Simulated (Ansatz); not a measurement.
Na7Bi: space group Fm-3m (No. 225), a = 10.163 Å, b = 10.163 Å, c = 10.163 Å, α = 90.00°, β = 90.00°, γ = 90.00°. Source: the end point of a relaxation with DFT PBE, scalar-relativistic, plane waves, PAW (Ansatz); the starting structure was generated, so it need not be a known form of this composition. Forms under 0.4 % of the area are left out.

> Estimate the growth shape by the BFDH rule (face distance proportional to 1/d, absences counted).

The forms computed, by share of the surface:

```csv
form,faces,d (Å),share of area (%)
{111},8,5.867,77.6
{200},6,5.081,22.4
```

The crystal is roughly equant (blocky). Widths along a, b and c stand as 1.00 : 1.00 : 1.00.

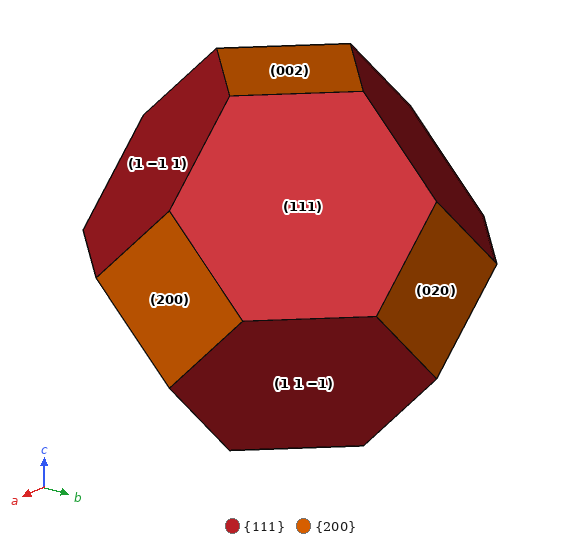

The computed shape, faces indexed. The rule is geometric and ignores bonding and growth conditions.
